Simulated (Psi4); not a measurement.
# B2O2 (diboron dioxide): HF/STO-3G

Aim: the vertical electron affinity of B2O2 (diboron dioxide) at HF/STO-3G, from 2 runs. 

Program for the calculation: Psi4 1.11.

8 further runs of the same task are left out: 6 that didn't finish, 2 set aside as unsound or not needed.

### 1 The system as given

The species is B2O2 (4 atoms), meant as a singlet with charge 0. As SMILES, `O=BB=O`. The shape is that of a PBE0-D4/def2-TZVP optimisation.

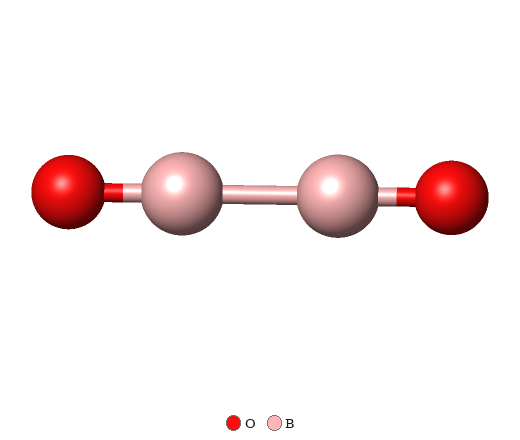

Viewed from a chosen angle; oxygen red, boron pink.

### 2 Energy and forces at HF/STO-3G

The input, calc.py:

```python
import psi4

psi4.set_memory('2200 MB')
psi4.set_num_threads(1)
psi4.core.set_output_file('b2o2.out', False)

molecule = psi4.geometry("""
0 1
O     -0.743090     0.459760     1.817650
B     -0.302300     0.187070     0.739120
B      0.302150    -0.186920    -0.739220
O      0.743230    -0.459920    -1.817550
symmetry c1
no_reorient
no_com
""")

psi4.set_options({
    'basis': 'STO-3G',
    'puream': True,
    'e_convergence': 1e-09,
    'd_convergence': 1e-08,
    'scf_type': 'pk',
})

e_tot, wfn = psi4.gradient('hf', return_wfn=True)
print('gradient / Eh bohr^-1')
print(e_tot.np.round(6))
print(f'energy = {wfn.energy():.10f} Eh')
```

The run is started by

```bash
python calc.py
```

b2o2.out:

```text
[...]
  Running in c1 symmetry.
[...]
  Nuclear repulsion =   66.762222931000380
[...]
  Multiplicity = 1
[...]
  Nalpha       = 13
  Nbeta        = 13
[...]
    Number of basis functions: 20
[...]
   @RHF iter   1:  -196.29181597071272   -2.17136e+00   2.91964e-02 DIIS/ADIIS
[...]
   @RHF iter   9:  -196.52776347026543   -6.25278e-13   9.91316e-09 DIIS
[...]
    Orbital Energies [Eh]
    ---------------------
    Doubly Occupied:
       1A    -20.312123     2A    -20.312054     3A     -7.423741
       4A     -7.423602     5A     -1.282190     6A     -1.281579
       7A     -0.613762     8A     -0.536154     9A     -0.501513
      10A     -0.460374    11A     -0.460374    12A     -0.425255
      13A     -0.425255
[...]
  @RHF Final Energy:  -196.52776347026543
   => Energetics <=
    Nuclear Repulsion Energy =             66.7622229310003803
    One-Electron Energy =                -403.6640216405900787
    Two-Electron Energy =                 140.3740352393242574
    Total Energy =                       -196.5277634702654268
[...]
 Multipole Moments:
 ------------------------------------------------------------------------------------
     Multipole            Electronic (a.u.)      Nuclear  (a.u.)        Total (a.u.)
 ------------------------------------------------------------------------------------
 L = 1.  Multiply by 2.5417464519 to convert [e a0] to [Debye]
 Dipole X            :         -0.0008828            0.0006992           -0.0001836
 Dipole Y            :          0.0011979           -0.0010016            0.0001963
 Dipole Z            :         -0.0006940            0.0005669           -0.0001271
 Magnitude           :                                                    0.0002973
[...]
  -Total Gradient:
     Atom            X                  Y                   Z
    ------   -----------------  -----------------  -----------------
       1       -0.017536403636     0.010847907022     0.042921869863
       2        0.011623902704    -0.007191283756    -0.028461830107
       3       -0.011641736670     0.007211314559     0.028442796456
       4        0.017554237602    -0.010867937825    -0.042902836211
[...]
```

On the terminal:

```text
gradient / Eh bohr^-1
[[-0.017536  0.010848  0.042922]
 [ 0.011624 -0.007191 -0.028462]
 [-0.011642  0.007211  0.028443]
 [ 0.017554 -0.010868 -0.042903]]
energy = -196.5277634703 Eh
```

It took 5.1 s on 1 thread of Intel Xeon at 2.50GHz (Skylake/Cascade Lake), shared host; peak memory 0.18 GiB.

### 3 The doublet anion

The input, job.inp:

```
memory 2200 MB

molecule {
  -1 2
  O     -0.743090     0.459760     1.817650
  B     -0.302300     0.187070     0.739120
  B      0.302150    -0.186920    -0.739220
  O      0.743230    -0.459920    -1.817550
  symmetry c1
}

set {
  basis STO-3G
  reference uhf
  puream true
  e_convergence 1e-09
  d_convergence 1e-08
  scf_type pk
  maxiter 100
}

energy_value, wavefunction = gradient('hf', return_wfn=True)
oeprop(wavefunction, 'WIBERG_LOWDIN_INDICES', 'QUADRUPOLE', 'LOWDIN_CHARGES')
print_variables()
```

The run is started by

```bash
psi4 job.inp job.out -n 1
```

job.out:

```text
[...]
  Running in c1 symmetry.
[...]
  Nuclear repulsion =   66.762222931000380
[...]
  Multiplicity = 2
[...]
  Nalpha       = 14
  Nbeta        = 13
[...]
    Number of basis functions: 20
[...]
   @UHF iter   1:  -196.12407065703269   -2.00361e+00   2.38895e-02 DIIS/ADIIS
[...]
   @UHF iter  14:  -196.28796340467130   -6.53699e-13   3.32069e-09 DIIS
[...]
   @S^2 Observed:                7.579755873E-01
[...]
    Orbital Energies [Eh]
    ---------------------
    Alpha Occupied:
       1A    -19.892327     2A    -19.892259     3A     -7.001543
       4A     -7.001096     5A     -0.949120     6A     -0.948972
       7A     -0.289759     8A     -0.207458     9A     -0.196248
      10A     -0.161415    11A     -0.155366    12A     -0.127308
      13A     -0.091753    14A      0.233850
    Alpha Virtual:
      15A      0.585073    16A      0.727890    17A      0.804864
      18A      0.832581    19A      1.295822    20A      1.731514
    Beta Occupied:
[...]
  @UHF Final Energy:  -196.28796340467130
   => Energetics <=
    Nuclear Repulsion Energy =             66.7622229310003803
    One-Electron Energy =                -412.8888136809507614
    Two-Electron Energy =                 149.8386273452790647
    Total Energy =                       -196.2879634046713022
  UHF NO Occupations:
  HONO-2 :   12  A 1.9998899
  HONO-1 :   13  A 1.9962579
[...]
  -Total Gradient:
     Atom            X                  Y                   Z
    ------   -----------------  -----------------  -----------------
       1        0.020481458102    -0.012674713540    -0.050102907886
       2       -0.054721123376     0.033862321418     0.133850982171
       3        0.054726645068    -0.033867177384    -0.133853243186
       4       -0.020486979795     0.012679569506     0.050105168900
[...]
 Multipole Moments:
 ------------------------------------------------------------------------------------
     Multipole            Electronic (a.u.)      Nuclear  (a.u.)        Total (a.u.)
 ------------------------------------------------------------------------------------
 L = 1.  Multiply by 2.5417464519 to convert [e a0] to [Debye]
 Dipole X            :         -0.0002668            0.0001644           -0.0001025
 Dipole Y            :          0.0002862           -0.0001757            0.0001104
 Dipole Z            :         -0.0001944            0.0001134           -0.0000810
 Magnitude           :                                                    0.0001711
 L = 2.  Multiply by 1.3450342976 to convert [e a0^2] to [Debye ang]
 Quadrupole XX       :        -50.6892157           34.8178400          -15.8713757
 Quadrupole XY       :         22.3058643          -21.5438802            0.7619841
[...]
```

Wall time 5.4 s (1 thread of Intel Xeon at 2.50GHz (Skylake/Cascade Lake), shared host); peak memory 0.18 GiB.

### 4 Outcome

Level: HF/STO-3G.

| quantity | value |
| --- | --- |
| singlet B2O2: total energy | -196.52776 Eh |
| singlet B2O2: dipole moment | 0.00 D |
| singlet B2O2: HOMO energy | -11.57 eV |
| singlet B2O2: LUMO energy | 6.69 eV |
| singlet B2O2: HOMO–LUMO gap | 18.26 eV |
| singlet B2O2: largest force on an atom | 2.449 eV/Å |
| doublet anion: total energy | -196.28796 Eh |
| doublet anion: HOMO energy (highest over α and β) | 6.36 eV |
| doublet anion: LUMO energy (lowest over α and β) | 15.92 eV |
| doublet anion: ⟨S²⟩ | 0.758 |
| doublet anion: largest force on an atom | 7.637 eV/Å |
| vertical electron affinity (to the doublet anion) | -6.525 eV |

In words: The anion lies 6.53 eV (630 kJ/mol) above the neutral: the electron isn't bound at this level, and such a value depends on the basis. Without diffuse functions anions come out too high. Hartree–Fock misses the correlation that binds many anions. The largest force (singlet B2O2) is 2.45 eV/Å: the shape isn't a stationary point for this species at this level. In a minimal basis such a difference can be off by several eV, whatever the method. The HOMO (doublet anion) lies at positive energy, 6.36 eV: the electron is unbound at this level or held by a compact basis; values depend on the basis.
